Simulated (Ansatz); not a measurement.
```sh
ansatz run in.yaml --threads 2 --pin off --events-out ev --progress --plain --max-ram 4352MiB
```

```yaml
crystal:
  periodic: [false, false, false]
  atoms:
    - {symbol: Si, position_ang: [-1.605086, 0.853577, -0.345833]}
    - {symbol: C, position_ang: [0.332835, 0.435840, -0.429777]}
    - {symbol: Si, position_ang: [0.759480, -0.713474, 0.946524]}
    - {symbol: H, position_ang: [-2.078911, -0.430139, -1.054183]}
    - {symbol: H, position_ang: [-1.654880, 1.716774, -1.624011]}
    - {symbol: H, position_ang: [0.647154, 0.020814, -1.393641]}
    - {symbol: H, position_ang: [0.886154, 1.369675, -0.270940]}
    - {symbol: H, position_ang: [-0.136472, -1.908835, 1.014842]}
    - {symbol: H, position_ang: [0.697264, -0.050557, 2.284955]}
    - {symbol: H, position_ang: [2.152462, -1.293665, 0.872052]}
basis:
  gaussian: {orbitals: "def2-TZVPPD.json"}
total_charge: -1
hamiltonian: {xc: pbe0, dispersion: d4}
output: {orbitals: {seedname: orbitals}}
```

Describe the molecule in this file.

It has 10 atoms: 1 carbon, 7 hydrogen and 2 silicon (CH7Si2(-)). Its SMILES string is `[SiH2-]C[SiH3]`. It has no ring. Among its groups: Si–H bond. The point group is C1. Coordination: 1 Si trigonal pyramidal; 1 C tetrahedral; 1 Si tetrahedral.

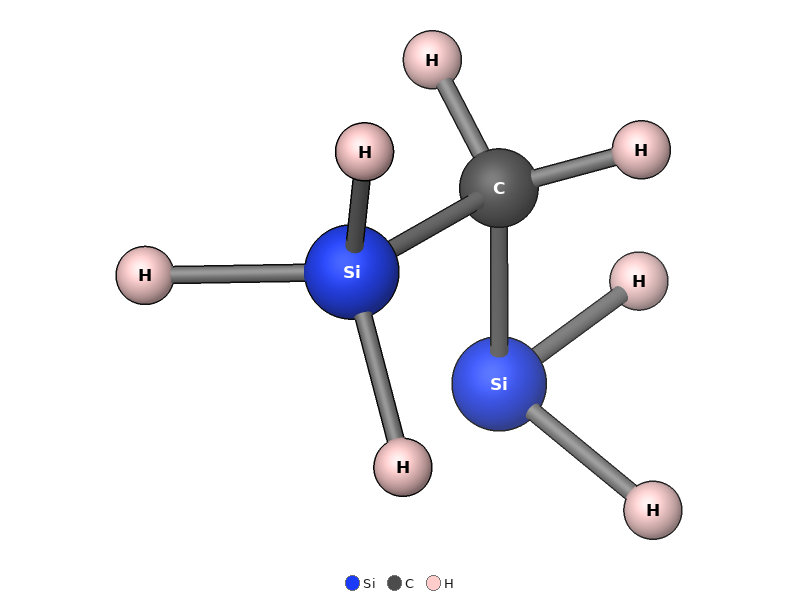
